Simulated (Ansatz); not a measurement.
# C₂H₂FNS: one molecule under many settings, part 2 of 2

Ansatz 0.2.0, Gaussian basis; the settings change from run to run. The steps go on from the part before.

**6. HSE06/aug-pcseg-2**

This run has D4 dispersion, the search for lower states set to full.

File in.yaml:

```yaml
crystal:
  periodic: [false, false, false]
  atoms:
    - {symbol: F, position_ang: [-0.920461, -1.323929, 0.173830]}
    - {symbol: C, position_ang: [-0.150031, -0.203723, 0.075852]}
    - {symbol: S, position_ang: [0.372932, 0.406454, 1.652142]}
    - {symbol: C, position_ang: [-0.273793, 0.595721, -1.092413]}
    - {symbol: N, position_ang: [0.718502, -0.178194, -1.112349]}
    - {symbol: H, position_ang: [1.081978, -0.688164, 1.979885]}
    - {symbol: H, position_ang: [-0.768027, 1.323737, -1.722645]}
basis:
  gaussian: {orbitals: aug-pcseg-2}
hamiltonian: {xc: {name: HSE06}, dispersion: d4}
scf: {lower_state_search: full}
```

Run with:

```sh
$ ansatz run in.yaml --threads 2 --pin off --events-out ev --progress --plain --max-ram 4352MiB
```

The log of the run:

```text
Functional definition: HSE06
  name "HSE06"
  cite "Heyd, Scuseria & Ernzerhof, J. Chem. Phys. 118, 8207 (2003) doi:10.1063/1.1564060"
  cite "Krukau, Vydrov, Izmaylov & Scuseria, J. Chem. Phys. 125, 224106 (2006) doi:10.1063/1.2404663"
  cite "Heyd & Scuseria, J. Chem. Phys. 120, 7274 (2004) doi:10.1063/1.1668634"
  cite "Ernzerhof & Perdew, J. Chem. Phys. 109, 3313 (1998) doi:10.1063/1.476928"
  cite "Perdew, Burke & Ernzerhof, Phys. Rev. Lett. 77, 3865 (1996) doi:10.1103/PhysRevLett.77.3865"
  parent pbe
  parameter a = 0.25
  parameter omega = 0.11/bohr
  # The whole range is PBE's own exchange, as in plane waves. The composition of these papers is wPBEh.
  exchange = pbe_x - a*pbe_x_sr(omega) + a*exact_x_sr(omega)
  correlation = pbe_c
1236 factors; their error is unknown
143 factors; integrals over basis functions are off by at most 1.6e-6 eV
mean field evaluation 1: about -17133.8115 eV, gradient 4.6e1 eV
mean field evaluation 2: about -17129.5276 eV, gradient 6.2e1 eV
mean field evaluation 4: about -17138.2772 eV, gradient 4.6e0 eV
mean field evaluation 8: about -17138.3192 eV, gradient 1.3e-1 eV
mean field evaluation 16: about -17138.3693 eV, gradient 2.7e-4 eV
mean field -17138.36927107 eV, -629.8234539078 hartree, gradient 5.6e-5 eV, S^2 0.000000; 0 other end points of the search recorded, 0 dependent functions left out
reference -17138.36933272 eV, -629.8234561735 hartree; 23, 23 occupied and 257, 257 virtual orbitals, 1236 factors
Total energy: -17138.48666236 eV, -629.8277679584 hartree
```

Wall time 7.5 s (2 threads of Arm Neoverse V1, shared host); peak memory 0.61 GiB.

**7. wPBEh/aug-cc-pVTZ**

This run has charge +1, multiplicity 2, a point charge of 1.00 e beside it, the search for lower states set to light.

in.yaml, as its differences from that of step 6:

```diff
@@ -11,4 +11,6 @@
 basis:
-  gaussian: {orbitals: aug-pcseg-2}
-hamiltonian: {xc: {name: HSE06}, dispersion: d4}
-scf: {lower_state_search: full}
+  gaussian: {orbitals: aug-cc-pVTZ, point_charges: [{charge: 1.00, position_ang: [5.802, -0.154, -0.326]}]}
+total_charge: 1
+magnetization: {spin_polarized: true, initial_magnetization: 1}
+hamiltonian: {xc: {name: wPBEh}}
+scf: {lower_state_search: light}
```

The command is unchanged.

The log of the run:

```text
Functional definition: wPBEh
  name "wPBEh"
  cite "Heyd, Scuseria & Ernzerhof, J. Chem. Phys. 118, 8207 (2003) doi:10.1063/1.1564060"
  cite "Krukau, Vydrov, Izmaylov & Scuseria, J. Chem. Phys. 125, 224106 (2006) doi:10.1063/1.2404663"
  cite "Heyd & Scuseria, J. Chem. Phys. 120, 7274 (2004) doi:10.1063/1.1668634"
  cite "Ernzerhof & Perdew, J. Chem. Phys. 109, 3313 (1998) doi:10.1063/1.476928"
  cite "Perdew, Burke & Ernzerhof, Phys. Rev. Lett. 77, 3865 (1996) doi:10.1103/PhysRevLett.77.3865"
  parent pbe
  parameter a = 0.25
  parameter omega = 0.11/bohr
  exchange = wpbe_x - a*pbe_x_sr(omega) + a*exact_x_sr(omega)
  correlation = pbe_c
1298 factors; their error is unknown
117 factors; integrals over basis functions are off by at most 1.2e-6 eV
mean field evaluation 1: about -17113.7735 eV, gradient 5.7e1 eV
mean field evaluation 2: about -17009.7092 eV, gradient 1.4e2 eV
mean field evaluation 4: about -17125.7868 eV, gradient 1.9e1 eV
mean field evaluation 8: about -17127.4968 eV, gradient 3.0e-1 eV
mean field evaluation 16: about -17127.5243 eV, gradient 7.3e-3 eV
mean field -17127.52431776 eV, -629.4249092246 hartree, gradient 5.4e-5 eV, S^2 0.756990; 2 other end points of the search recorded, 0 dependent functions left out
reference -17127.52436329 eV, -629.4249108980 hartree; 23, 22 occupied and 257, 258 virtual orbitals, 1298 factors
Total energy: -17127.52436329 eV, -629.4249108980 hartree
```

It took 20 s on 2 threads of Arm Neoverse V1, shared host; peak memory 1 GiB.

⟨S²⟩ 0.757.

**8. revPBE/cc-pVTZ-DK**

Options: charge +1, multiplicity 2, a grid of angular degree 47, D3(BJ) with three-body dispersion, the search for lower states set to off.

in.yaml, as its differences from that of step 7:

```diff
@@ -11,6 +11,7 @@
 basis:
-  gaussian: {orbitals: aug-cc-pVTZ, point_charges: [{charge: 1.00, position_ang: [5.802, -0.154, -0.326]}]}
+  gaussian: {orbitals: cc-pVTZ-DK, final_grid: {core_spheres: 20, valence_spheres: 16, degree: 47}}
 total_charge: 1
 magnetization: {spin_polarized: true, initial_magnetization: 1}
-hamiltonian: {xc: {name: wPBEh}}
-scf: {lower_state_search: light}
+hamiltonian: {xc: {name: revPBE}, dispersion: d3bjatm}
+scf: {lower_state_search: off}
+output: {forces: true}
```

Same command.

The log of the run:

```text
Functional definition: revPBE
  name "revPBE"
  cite "Zhang & Yang, Phys. Rev. Lett. 80, 890 (1998) doi:10.1103/PhysRevLett.80.890"
  cite "Perdew, Burke & Ernzerhof, Phys. Rev. Lett. 77, 3865 (1996) doi:10.1103/PhysRevLett.77.3865"
  parameter kappa = 1.245
  parameter beta = 0.06672455060314922
  exchange = pbe_x(kappa = kappa, mu = beta*pi^2/3)
  correlation = pbe_c(beta = beta)
these checks for a lower state are left out or cut short: stability, starts, cluster_reference, orbital_swaps, neighbouring_geometries, increment
1044 factors; their error is unknown
mean field evaluation 1: about -17154.9299 eV, gradient 5.9e1 eV
mean field evaluation 2: about -17011.7395 eV, gradient 1.6e2 eV
mean field evaluation 4: about -17163.6671 eV, gradient 3.4e1 eV
mean field evaluation 8: about -17169.6513 eV, gradient 2.2e0 eV
mean field evaluation 16: about -17169.6433 eV, gradient 2.6e-3 eV
mean field -17169.64330715 eV, -630.9727535357 hartree, gradient 2.7e-6 eV, S^2 0.752870; 0 other end points of the search recorded, 0 dependent functions left out
the calculation of the forces begins
reference -17169.64334392 eV, -630.9727548868 hartree; 23, 22 occupied and 159, 160 virtual orbitals, 1044 factors
Total energy: -17170.02278924 eV, -630.9866992451 hartree
Relativity: scalar
Atom 0 at    -0.920461    -1.323929     0.173830 Å, force     0.202562     0.228813     0.282574 eV/Å
Atom 1 at    -0.150031    -0.203723     0.075852 Å, force    -0.902969    -1.646491     1.509507 eV/Å
Atom 2 at     0.372932     0.406454     1.652142 Å, force     0.283961     0.749838     0.038484 eV/Å
Atom 3 at    -0.273793     0.595721    -1.092413 Å, force     0.050003     0.996953    -1.667122 eV/Å
Atom 4 at     0.718502    -0.178194    -1.112349 Å, force     0.893762     0.242668    -0.441883 eV/Å
Atom 5 at     1.081978    -0.688164     1.979885 Å, force    -0.051977    -0.728825     0.351414 eV/Å
Atom 6 at    -0.768027     1.323737    -1.722645 Å, force    -0.475342     0.157045    -0.072974 eV/Å
Dipole moment:     0.059062     0.493795     0.111765 e Å
Checks for a lower state left out: stability, starts, cluster_reference, orbital_swaps, neighbouring_geometries, increment
```

It took 6 s on 2 threads of Arm Neoverse V1, shared host.

Largest force 2.409 eV/Å, ⟨S²⟩ 0.753.

**9. LC-wPBE/cc-pVTZ-DK**

Set apart from the defaults: multiplicity 3, the search for lower states set to light.

in.yaml, as its differences from that of step 8:

```diff
@@ -11,7 +11,5 @@
 basis:
-  gaussian: {orbitals: cc-pVTZ-DK, final_grid: {core_spheres: 20, valence_spheres: 16, degree: 47}}
-total_charge: 1
-magnetization: {spin_polarized: true, initial_magnetization: 1}
-hamiltonian: {xc: {name: revPBE}, dispersion: d3bjatm}
-scf: {lower_state_search: off}
-output: {forces: true}
+  gaussian: {orbitals: cc-pVTZ-DK}
+magnetization: {spin_polarized: true, initial_magnetization: 2}
+hamiltonian: {xc: {name: LC-wPBE}}
+scf: {lower_state_search: light}
```

The command is unchanged.

The log of the run:

```text
Functional definition: LC-wPBE
  name "LC-wPBE"
  cite "Vydrov & Scuseria, J. Chem. Phys. 125, 234109 (2006) doi:10.1063/1.2409292"
  cite "Heyd & Scuseria, J. Chem. Phys. 120, 7274 (2004) doi:10.1063/1.1668634"
  cite "Ernzerhof & Perdew, J. Chem. Phys. 109, 3313 (1998) doi:10.1063/1.476928"
  cite "Perdew, Burke & Ernzerhof, Phys. Rev. Lett. 77, 3865 (1996) doi:10.1103/PhysRevLett.77.3865"
  parent pbe
  parameter omega = 0.4/bohr
  exchange = pbe_x_sr(omega) + exact_x_lr(omega)
  correlation = pbe_c
1044 factors; their error is unknown
282 factors; integrals over basis functions are off by at most 2.5e-5 eV
mean field evaluation 1: about -17163.5807 eV, gradient 4.0e1 eV
mean field evaluation 2: about -17146.3969 eV, gradient 6.9e1 eV
mean field evaluation 4: about -17170.8180 eV, gradient 5.6e0 eV
mean field evaluation 8: about -17171.3227 eV, gradient 1.1e0 eV
mean field evaluation 16: about -17171.4684 eV, gradient 1.6e-1 eV
mean field evaluation 32: about -17171.4366 eV, gradient 1.1e-4 eV
mean field -17171.43663163 eV, -631.0386569946 hartree, gradient 3.0e-5 eV, S^2 2.011665; 2 other end points of the search recorded, 0 dependent functions left out
reference -17171.43663164 eV, -631.0386569948 hartree; 24, 22 occupied and 158, 160 virtual orbitals, 1044 factors
Total energy: -17171.43663164 eV, -631.0386569948 hartree
Relativity: scalar
```

It took 14 s on 2 threads of Arm Neoverse V1, shared host; peak memory 0.52 GiB.

⟨S²⟩ 2.012.

**10. r2SCAN/aug-cc-pVDZ**

This run has charge -1, multiplicity 2.

in.yaml, as its differences from that of step 9:

```diff
@@ -11,5 +11,6 @@
 basis:
-  gaussian: {orbitals: cc-pVTZ-DK}
-magnetization: {spin_polarized: true, initial_magnetization: 2}
-hamiltonian: {xc: {name: LC-wPBE}}
-scf: {lower_state_search: light}
+  gaussian: {orbitals: aug-cc-pVDZ}
+total_charge: -1
+magnetization: {spin_polarized: true, initial_magnetization: 1}
+hamiltonian: {xc: {name: r2SCAN}}
+output: {forces: true}
```

The command is unchanged.

The log of the run:

```text
Functional definition: r2SCAN
  name "r2SCAN"
  cite "Furness, Kaplan, Ning, Perdew & Sun, J. Phys. Chem. Lett. 11, 8208 (2020) doi:10.1021/acs.jpclett.0c02405"
  cite "Furness, Kaplan, Ning, Perdew & Sun, J. Phys. Chem. Lett. 11, 9248 (2020) doi:10.1021/acs.jpclett.0c03077"
  parent r2scan
  parameter k0 = 0.174
  parameter k1 = 0.065
  parameter a1 = 4.9479
  exchange = r2scan_x(k0 = k0, k1 = k1, a1 = a1)
  correlation = r2scan_c
1330 factors; their error is unknown
mean field evaluation 1: about -17135.1130 eV, gradient 4.0e1 eV
mean field evaluation 2: about -17031.8063 eV, gradient 1.2e2 eV
mean field evaluation 4: about -17139.7956 eV, gradient 2.5e1 eV
mean field evaluation 8: about -17143.1583 eV, gradient 9.2e-1 eV
mean field evaluation 16: about -17143.1200 eV, gradient 1.1e-1 eV
mean field evaluation 32: about -17143.1200 eV, gradient 6.8e-5 eV
mean field evaluation 64: about -17143.0737 eV, gradient 1.8e-1 eV
mean field -17143.12004656 eV, -629.9980416871 hartree, gradient 5.0e-6 eV, S^2 0.752215; 8 other end points of the search recorded, 0 dependent functions left out
the calculation of the forces begins
reference -17143.12008700 eV, -629.9980431732 hartree; 24, 23 occupied and 113, 114 virtual orbitals, 1330 factors
Total energy: -17143.12008700 eV, -629.9980431732 hartree
Atom 0 at    -0.920461    -1.323929     0.173830 Å, force    -0.825870    -1.270840     0.340299 eV/Å
Atom 1 at    -0.150031    -0.203723     0.075852 Å, force     0.440386     1.158553    -0.753138 eV/Å
Atom 2 at     0.372932     0.406454     1.652142 Å, force    -0.353425     0.899161     0.117296 eV/Å
Atom 3 at    -0.273793     0.595721    -1.092413 Å, force    -2.994583     2.203985    -0.134129 eV/Å
Atom 4 at     0.718502    -0.178194    -1.112349 Å, force     3.301942    -2.365611     0.031608 eV/Å
Atom 5 at     1.081978    -0.688164     1.979885 Å, force     0.595619    -0.890650     0.415684 eV/Å
Atom 6 at    -0.768027     1.323737    -1.722645 Å, force    -0.164069     0.265402    -0.017620 eV/Å
Dipole moment:    -0.228555    -0.508222     0.201099 e Å
```

Run time: 41 s. Hardware: 2 threads of Arm Neoverse V1, shared host; peak memory 0.47 GiB.

Largest force 4.062 eV/Å, ⟨S²⟩ 0.752.

**11. The runs in one table**

```csv
level,charge,multiplicity,geometry,functions,energy (eV),time
revPBE/aug-cc-pVDZ,0,1,shaken,137,-17138.976,3 s
rPW86-PBE/def2-mTZVPP,1,2,shaken,123,-17153.199,40 s
SVWN5/ANO-RCC-VTZP,1,2,shaken,182,-17082.763,5.5 s
CCSDT/STO-3G,0,3,shaken,31,-16894.076,26 s
HSE06/aug-pcseg-2,0,1,relaxed,280,-17138.487,7.5 s
wPBEh/aug-cc-pVTZ,1,2,"relaxed, point charge",280,-17127.524,20 s
revPBE/cc-pVTZ-DK,1,2,relaxed,182,-17170.023,6 s
LC-wPBE/cc-pVTZ-DK,0,3,relaxed,182,-17171.437,14 s
r2SCAN/aug-cc-pVDZ,-1,2,relaxed,137,-17143.120,41 s
```

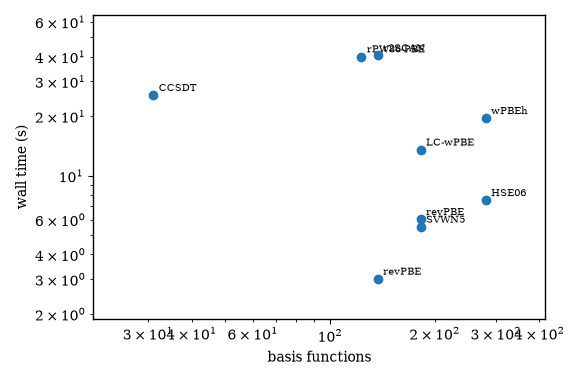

Wall time against the number of basis functions (shared host).

**12. Summary of results**

What follows sums up all 2 parts.

| quantity | value |
| --- | --- |
| runs | 9 |
| quickest | revPBE/aug-cc-pVDZ, 3 s |
| slowest | r2SCAN/aug-cc-pVDZ, 41 s |

In words: The runs differ in state or geometry as well as level, so their energies can't be set against each other. Run time spans a factor of 13, from revPBE/aug-cc-pVDZ to r2SCAN/aug-cc-pVDZ. The jobs differ in tasks and options as well as level.
